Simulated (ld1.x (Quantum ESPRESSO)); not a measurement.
**A TM potential for germanium, from input to tests**

Aim: build the potential from the settings below, then test how well it stands in for the atom: other configurations, scattering, ghost states and the plane-wave cutoff that it needs.

Method: ld1.x (Quantum ESPRESSO) 7.5, PBE, scalar-relativistic.

### 1 Settings

Typed settings, in words:

| Item | Value |
| --- | --- |
| element | germanium (Ge, Z = 32) |
| type | norm-conserving Troullier–Martins (Kleinman–Bylander form) |
| frozen core | [Ar] |
| valence charge | 14 |
| reference configuration | 3d10 4s1 4p3 |
| partial waves | 4p (bound): rc 1.65 bohr; 3d (bound): rc 1.35 bohr; 4s (bound): rc 1.55 bohr |
| local potential | the s channel |
| core correction | Bessel-smoothed model core inside 0.70 bohr |

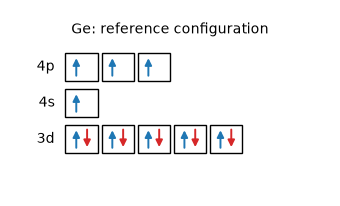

The outer shells as boxes. The arrows follow Hund's rule for the drawing; the calculation itself is spin-unpolarised.

The nodes and maxima of the atom's own shells, from an earlier all-electron run, set the scale for the radii.

All-electron outer shells of the reference configuration (PBE, scalar-relativistic, ld1.x):

```
shell  level (eV)  outermost node (bohr)  outermost maximum (bohr)
   3s     -170.28                   0.26                      0.54
   3p     -117.41                   0.23                      0.54
   3d      -31.05                      –                      0.50
   4s      -12.69                   0.77                      1.73
   4p       -4.58                   0.82                      2.16
```

### 2 Generating the potential

The input, Ge.in:

```
 &input
   title='Ge', zed=32., rel=1, dft='PBE', iswitch=3,
   config='[Ar] 3d10 4s1 4p3',
   nld=3, rlderiv=1.80, eminld=-4.0, emaxld=5.0, deld=0.02
 /
 &inputp
   pseudotype=2, tm=.true., lloc=0,
   nlcc=.true., new_core_ps=.true., rcore=0.70,
   file_pseudopw='Ge.UPF', file_wfcaegen='ae.wfc', file_wfcncgen='nc.wfc', file_beta='beta', file_chi='chi'
 /
3
4P  2  1   3.00   0.00  1.65  1.65  0.0
3D  3  2  10.00   0.00  1.35  1.35  0.0
4S  1  0   1.00   0.00  1.55  1.55  0.0
 &test
   configts(1)='3d10 4s1 4p3'
 /
```

Started as:

```
$ ld1.x < Ge.in > Ge.out
```

What the program wrote to Ge.out (without the banner and most projector matrices):

```text
     Program LD1 v.7.5
     --------------------------- All-electron run ----------------------------

     Ge
     scalar relativistic calculation

     atomic number is 32.00
     dft =PBE   lsd =0 sic =0 latt =0  beta=0.20 tr2=1.0E-14
     Exchange-correlation= PBE
                           (   1   4   3   4   0   0   0)
     mesh =1207 r(mesh) = 100.41023 a.u. xmin = -7.00 dx = 0.01250
     1 Ry =  13.60569312 eV, c = 137.03599908

     n l     nl                  e(Ry)          e(Ha)          e(eV)
     1 0     1S 1( 2.00)      -805.7647      -402.8823    -10962.9868
     2 0     2S 1( 2.00)      -100.9528       -50.4764     -1373.5327
     2 1     2P 1( 6.00)       -88.2315       -44.1157     -1200.4503
     3 0     3S 1( 2.00)       -12.5157        -6.2578      -170.2842
     3 1     3P 1( 6.00)        -8.6294        -4.3147      -117.4087
     3 2     3D 1(10.00)        -2.2821        -1.1410       -31.0495
     4 0     4S 1( 1.00)        -0.9325        -0.4662       -12.6867
     4 1     4P 1( 3.00)        -0.3369        -0.1684        -4.5831

     final scf error:  7.4E-15 reached in  35 iterations

     Etot =   -4197.084042 Ry,   -2098.542021 Ha,  -57104.237489 eV

     Ekin =    4273.083513 Ry,    2136.541757 Ha,   58138.262967 eV
     Encl =  -10111.719486 Ry,   -5055.859743 Ha, -137576.952274 eV
     Eh   =    1800.433334 Ry,     900.216667 Ha,   24496.143427 eV
     Exc  =    -158.881403 Ry,     -79.440701 Ha,   -2161.691609 eV

     normalization and overlap integrals

     s(1S/1S) =  1.000000  <r> =   0.0470  <r2> =    0.0030  r(max) =   0.0309
     s(2S/2S) =  1.000000  <r> =   0.2100  <r2> =    0.0520  r(max) =   0.1754
     s(2P/2P) =  1.000000  <r> =   0.1837  <r2> =    0.0414  r(max) =   0.1418
     s(3S/3S) =  1.000000  <r> =   0.6242  <r2> =    0.4494  r(max) =   0.5402
     s(3P/3P) =  1.000000  <r> =   0.6469  <r2> =    0.4926  r(max) =   0.5402
     s(3D/3D) =  1.000000  <r> =   0.7341  <r2> =    0.6907  r(max) =   0.5012
     s(4S/4S) =  1.000000  <r> =   2.0845  <r2> =    5.0180  r(max) =   1.7277
     s(4P/4P) =  1.000000  <r> =   2.7865  <r2> =    9.2245  r(max) =   2.1636

     ------------------------ End of All-electron run ------------------------

     --------------------- Generating NC pseudopotential ---------------------

      Generating local pot.: lloc=0, matching radius rcloc =   1.5500

      Computing core charge for nlcc:

       r > 0.70 : true rho core
      Core charge pseudized with two Bessel functions
      Integrated core pseudo-charge :  10.46

      Wfc   4P  rcut= 1.664  Using Troullier-Martins method

      Wfc   3D  rcut= 1.362  Using Troullier-Martins method

     ------------------- End of pseudopotential generation -------------------

     [... the all-electron block is printed once more ...]


     Computing logarithmic derivative in   1.80495
     Computing logarithmic derivative in   1.80495
     Computing the partial wave expansion
       no projector for channel:   0
     R is outside the sphere for l=    1 j= 0.00
     R is outside the sphere for l=    2 j= 0.00

     ---------------------- Testing the pseudopotential ----------------------

     Ge
     scalar relativistic calculation

     atomic number is 32.00   valence charge is 14.00
     dft =PBE   lsd =0 sic =0 latt =0  beta=0.20 tr2=1.0E-14
     mesh =1207 r(mesh) = 100.41023 xmin = -7.00 dx = 0.01250

     n l     nl             e AE (Ry)        e PS (Ry)    De AE-PS (Ry)
     3 2     3D   1(10.00)       -2.28210       -2.28210        0.00001
     1 0     4S   1( 1.00)       -0.93246       -0.93246        0.00000
     2 1     4P   1( 3.00)       -0.33685       -0.33685       -0.00000

     eps = 1.8E-15  iter = 10

     Etot =   -4197.084042 Ry,   -2098.542021 Ha,  -57104.237489 eV
     Etotps =  -206.508133 Ry,    -103.254066 Ha,   -2809.686284 eV

     Ekin =     209.176027 Ry,     104.588014 Ha,    2845.984834 eV
     Encl =    -263.302385 Ry,    -131.651193 Ha,   -3582.411455 eV
     Ehrt =     158.203740 Ry,      79.101870 Ha,    2152.471543 eV
     Ecxc =     -58.299195 Ry,     -29.149598 Ha,    -793.200957 eV
     (Ecc =     -27.179219 Ry,     -13.589609 Ha,    -369.792111 eV)
     Epseu=    -252.286320 Ry,    -126.143160 Ha,   -3432.530249 eV

     ---------------------- End of pseudopotential test ----------------------
```

Run time: 1.2 s. Hardware: 1 thread of Neoverse-V2, shared host. This counts the later configuration tests of the new file too.

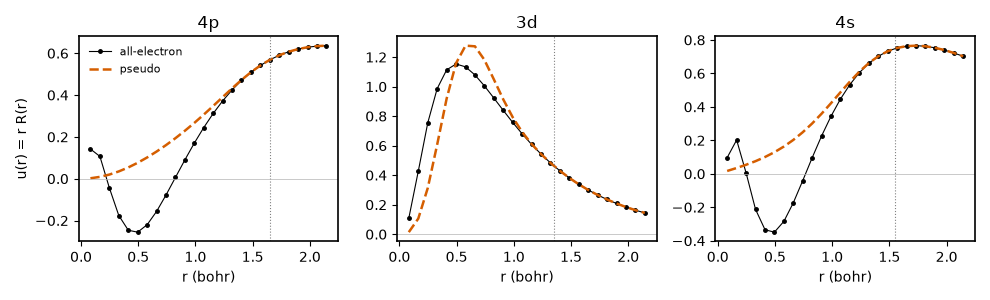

All-electron and pseudo partial waves (4p, 3d, 4s), with the matching radii dotted. The curves join 26 sampled radii, too few to resolve the innermost nodes.

### 3 Transferability test

The input, Ge.test.in:

```
 &input
   title='Ge', zed=32., rel=1, dft='PBE', iswitch=2,
   config='[Ar] 3d10 4s1 4p3'
 /
 &test
   file_pseudo='Ge.UPF', nconf=8,
   configts(1)='3d10 4s1 4p3',
   configts(2)='3d10 4s2 4p2',
   configts(3)='3d10 4s2 4p1',
   configts(4)='3d10 4s2 4p0',
   configts(5)='3d10 4s0 4p0',
   configts(6)='3d10 4s2 4p1.5',
   configts(7)='3d10 4s0 4p4',
   configts(8)='3d10 4s2 4p2.3'
 /
```

Started as:

```
$ ld1.x < Ge.test.in > Ge.test.out
```

Ge.test.out, the pseudopotential blocks, each with the warnings that came before it:

```text
     BEWARE! Errors in PS-KS equations
     ---------------------- Testing the pseudopotential ----------------------

     Ge
     scalar relativistic calculation

     atomic number is 32.00   valence charge is 14.00
     dft =PBE   lsd =0 sic =0 latt =0  beta=0.20 tr2=1.0E-14
     mesh =1207 r(mesh) = 100.41023 xmin = -7.00 dx = 0.01250

     n l     nl             e AE (Ry)        e PS (Ry)    De AE-PS (Ry)
     3 2     3D   1(10.00)       -2.28210       -2.28210        0.00001
     1 0     4S   1( 1.00)       -0.93246       -0.93246        0.00000
     2 1     4P   1( 3.00)       -0.33685       -0.33685       -0.00000

     eps = 2.6E-15  iter = 11

     Etot =   -4197.084042 Ry,   -2098.542021 Ha,  -57104.237489 eV
     Etotps =  -206.508132 Ry,    -103.254066 Ha,   -2809.686267 eV

     Ekin =     209.176029 Ry,     104.588015 Ha,    2845.984863 eV
     Encl =    -263.302385 Ry,    -131.651192 Ha,   -3582.411447 eV
     Ehrt =     158.203740 Ry,      79.101870 Ha,    2152.471536 eV
     Ecxc =     -58.299195 Ry,     -29.149598 Ha,    -793.200957 eV
     (Ecc =     -27.179219 Ry,     -13.589609 Ha,    -369.792111 eV)
     Epseu=    -252.286321 Ry,    -126.143161 Ha,   -3432.530263 eV

     ---------------------- End of pseudopotential test ----------------------

     ---------------------- Testing the pseudopotential ----------------------

     Ge
     [...]
     n l     nl             e AE (Ry)        e PS (Ry)    De AE-PS (Ry)
     3 2     3D   1(10.00)       -2.15431       -2.15273       -0.00158
     1 0     4S   1( 2.00)       -0.86222       -0.86210       -0.00012
     2 1     4P   1( 2.00)       -0.28630       -0.28635        0.00005

     eps = 5.8E-16  iter = 14

     Etot =   -4197.669992 Ry,   -2098.834996 Ha,  -57112.209742 eV
     Etotps =  -207.094043 Ry,    -103.547022 Ha,   -2817.658002 eV
     dEtot_ae =      -0.585950 Ry
     dEtot_ps =      -0.585912 Ry,   Delta E=      -0.000038 Ry

     [...]
     ---------------------- End of pseudopotential test ----------------------

     ---------------------- Testing the pseudopotential ----------------------

     Ge
     [...]
     n l     nl             e AE (Ry)        e PS (Ry)    De AE-PS (Ry)
     3 2     3D   1(10.00)       -2.81637       -2.81136       -0.00501  !
     1 0     4S   1( 2.00)       -1.45956       -1.45933       -0.00023
     2 1     4P   1( 1.00)       -0.82628       -0.82630        0.00002

     eps = 8.7E-15  iter =  9

     Etot =   -4197.122869 Ry,   -2098.561434 Ha,  -57104.765750 eV
     Etotps =  -206.546812 Ry,    -103.273406 Ha,   -2810.212540 eV
     dEtot_ae =      -0.038826 Ry
     dEtot_ps =      -0.038680 Ry,   Delta E=      -0.000146 Ry

     [...]
     ---------------------- End of pseudopotential test ----------------------

     ---------------------- Testing the pseudopotential ----------------------

     Ge
     [...]
     n l     nl             e AE (Ry)        e PS (Ry)    De AE-PS (Ry)
     3 2     3D   1(10.00)       -3.61570       -3.60453       -0.01117  !
     1 0     4S   1( 2.00)       -2.14976       -2.14957       -0.00020
     2 1     4P   1( 0.00)       -1.45571       -1.45579        0.00008

     eps = 1.9E-15  iter =  9

     Etot =   -4195.988126 Ry,   -2097.994063 Ha,  -57089.326796 eV
     Etotps =  -205.411884 Ry,    -102.705942 Ha,   -2794.771064 eV
     dEtot_ae =       1.095916 Ry
     dEtot_ps =       1.096247 Ry,   Delta E=      -0.000332 Ry

     [...]
     ---------------------- End of pseudopotential test ----------------------

     Warning: n=3, l=2 expected 0 nodes, found 1
     ---------------------- Testing the pseudopotential ----------------------

     Ge
     [...]
     n l     nl             e AE (Ry)        e PS (Ry)    De AE-PS (Ry)
     3 2     3D   1(10.00)       -5.73553       -5.72193       -0.01360  !
     1 0     4S   1( 0.00)       -3.84393       -3.84989        0.00596  !
     2 1     4P   1( 0.00)       -3.00875       -3.01256        0.00381

     eps = 1.9E-16  iter =  7

     Etot =   -4190.024885 Ry,   -2095.012443 Ha,  -57008.192764 eV
     Etotps =  -199.444368 Ry,     -99.722184 Ha,   -2713.578870 eV
     dEtot_ae =       7.059157 Ry
     dEtot_ps =       7.063763 Ry,   Delta E=      -0.004606 Ry

     [...]
     ---------------------- End of pseudopotential test ----------------------

     ---------------------- Testing the pseudopotential ----------------------

     Ge
     [...]
     n l     nl             e AE (Ry)        e PS (Ry)    De AE-PS (Ry)
     3 2     3D   1(10.00)       -2.46527       -2.46232       -0.00295
     1 0     4S   1( 2.00)       -1.14653       -1.14636       -0.00018
     2 1     4P   1( 1.50)       -0.54268       -0.54271        0.00003

     eps = 7.0E-15  iter = 11

     Etot =   -4197.464058 Ry,   -2098.732029 Ha,  -57109.407861 eV
     Etotps =  -206.888056 Ry,    -103.444028 Ha,   -2814.855406 eV
     dEtot_ae =      -0.380015 Ry
     dEtot_ps =      -0.379925 Ry,   Delta E=      -0.000091 Ry

     [...]
     ---------------------- End of pseudopotential test ----------------------

     ---------------------- Testing the pseudopotential ----------------------

     Ge
     [...]
     n l     nl             e AE (Ry)        e PS (Ry)    De AE-PS (Ry)
     3 2     3D   1(10.00)       -2.40106       -2.40361        0.00255
     1 0     4S   1( 0.00)       -0.99555       -0.99583        0.00029
     2 1     4P   1( 4.00)       -0.38263       -0.38262       -0.00001

     eps = 2.2E-15  iter =  9

     Etot =   -4196.479660 Ry,   -2098.239830 Ha,  -57096.014458 eV
     Etotps =  -205.903567 Ry,    -102.951784 Ha,   -2801.460746 eV
     dEtot_ae =       0.604382 Ry
     dEtot_ps =       0.604565 Ry,   Delta E=      -0.000183 Ry

     [...]
     ---------------------- End of pseudopotential test ----------------------

     ---------------------- Testing the pseudopotential ----------------------

     Ge
     [...]
     n l     nl             e AE (Ry)        e PS (Ry)    De AE-PS (Ry)
     3 2     3D   1(10.00)       -1.99138       -1.99029       -0.00108
     1 0     4S   1( 2.00)       -0.70960       -0.70950       -0.00010
     2 1     4P   1( 2.30)       -0.14906       -0.14911        0.00005

     eps = 9.9E-15  iter = 14

     Etot =   -4197.734933 Ry,   -2098.867466 Ha,  -57113.093307 eV
     Etotps =  -207.159002 Ry,    -103.579501 Ha,   -2818.541815 eV
     dEtot_ae =      -0.650891 Ry
     dEtot_ps =      -0.650871 Ry,   Delta E=      -0.000020 Ry

     [...]
     ---------------------- End of pseudopotential test ----------------------
```

The tests as a table, with energies relative to 3d10 4s1 4p3. A star marks tests that logged a warning.

```csv
valence configuration,charge,ΔE all-electron (eV),error AE − PS (meV)
3d10 4s2 4p2,0,-7.972,-0.5
3d10 4s2 4p1,+1,-0.528,-2.0
3d10 4s2 4p0,+2,14.911,-4.5
3d10 4s0 4p0 *,+4,96.045,-63
3d10 4s2 4p1.5,+0.5,-5.170,-1.2
3d10 4s0 4p4,0,8.223,-2.5
3d10 4s2 4p2.3,-0.3,-8.856,-0.3
```

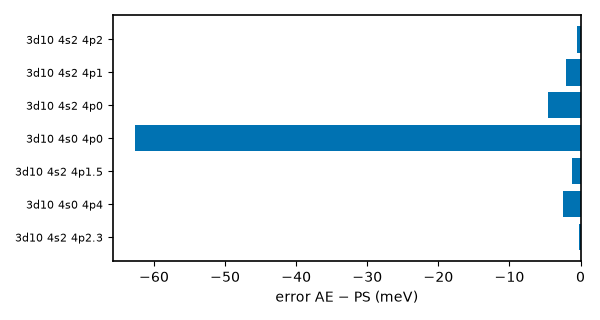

Error of the potential in each test configuration.

### 4 Does it scatter like the atom?

Taken from the files of the generation run. The phase is arctan(r·u′/u) with u = r·R, unwrapped, with energies in Ry. A pole is an energy at which the radial function vanishes at the test radius. The pseudo phase is shifted by a multiple of π to meet the all-electron one at the reference energy. Levels narrower than the energy grid can be missing from the poles. The last column is the largest difference on the grid between −1 and +1 Ry.

| channel | radius (bohr) | reference (Ry) | poles AE | poles PS | window around the reference with phases within 0.05 rad (Ry) | largest difference near zero (rad) |
| --- | --- | --- | --- | --- | --- | --- |
| s | 1.80 | -0.93 | 3.53 | 3.17 | the whole range | 0.008 |
| p | 1.80 | -0.34 | none | none | the whole range | 0.001 |
| d | 1.80 | -2.28 | -2.09 | -2.08 | below 0.0 | 0.100 |

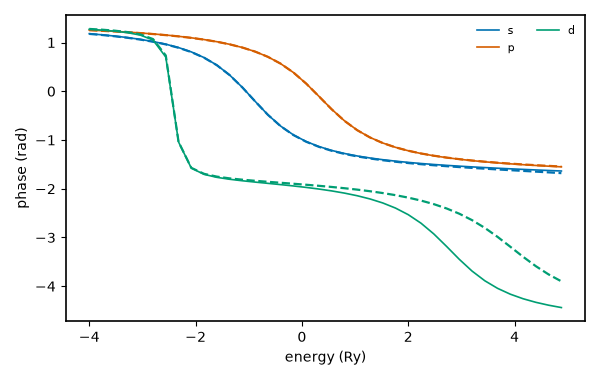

Phases by channel: all-electron solid, pseudo dashed.

### 5 Cutoff and ghost test in a Bessel basis

A separate test, outside the generator: the pseudo-atom's Hamiltonian at the reference potential is diagonalised in spherical Bessel functions j_l(qr) that vanish at 20 bohr, with q² up to the cutoff.

All-electron valence levels (Ry): 4p -0.3368, 3d -2.2821, 4s -0.9325. The lowest levels of each channel (Ry) by cutoff; the last column sums, over occupied levels, occupation times the distance from the level at 400 Ry. A positive value at high cutoff is not a bound level.

| cutoff (Ry) | p #1 | d #1 | s #1 | f #1 | Σ f·Δε (mRy) |
| --- | --- | --- | --- | --- | --- |
| 8 | -0.3300 | 0.0517 | -0.8776 | 0.1092 | 23413.9 |
| 18 | -0.3358 | 0.0515 | -0.9261 | 0.1092 | 23345.8 |
| 35 | -0.3366 | 0.0511 | -0.9310 | 0.1092 | 23334.7 |
| 55 | -0.3368 | -0.0287 | -0.9322 | 0.1092 | 22534.6 |
| 90 | -0.3368 | -1.9424 | -0.9324 | 0.1092 | 3397.3 |
| 140 | -0.3368 | -2.2776 | -0.9325 | 0.1092 | 45.3 |
| 180 | -0.3368 | -2.2813 | -0.9325 | 0.1092 | 7.7 |
| 230 | -0.3368 | -2.2816 | -0.9325 | 0.1092 | 4.4 |
| 300 | -0.3368 | -2.2821 | -0.9325 | 0.1092 | 0.3 |
| 400 | -0.3368 | -2.2821 | -0.9325 | 0.1092 | 0.0 |

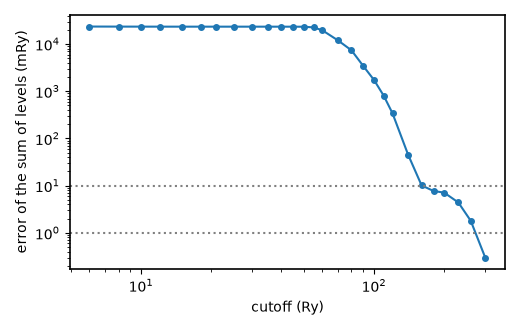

Occupation-weighted error of the valence levels against the cutoff; the dotted lines mark 10 and 1 mRy.

The sum stays within 10 mRy from 180 Ry and within 1 mRy from 300 Ry. The sum leaves out empty levels, which can need more. Ghost test: no level below the all-electron spectrum of its channel (p, d, s, f tested).

### 6 What came out

| quantity | value |
| --- | --- |
| cutoffs for 10 and 1 mRy, occupied levels | 180 Ry and 300 Ry |
| bound ghosts | none found |
| largest test error (AE − PS) | -63 meV, for 3d10 4s0 4p0 (one of 2 tests with a warning) |
| largest phase difference near zero energy, channels read | 0.100 rad |

**Reading.** The worst unpolarised test, 3d10 4s0 4p0, is off by 63 meV on 96.0 eV; by total energies transferability rates as fair. That test lies far up in energy; among those under 40 eV, nearer to bonding, the largest error is 4.5 meV. It counts as very hard, with 180 Ry needed at the looser tolerance. The slowest occupied level is 3d: taken alone it needs 180 Ry to come within 1 mRy, against 40 Ry for 4s. It is free of bound ghosts as far as tested. Of the channels read, d scatters worst near zero energy, by up to 0.10 rad. All of this concerns the isolated atom, not yet a solid.
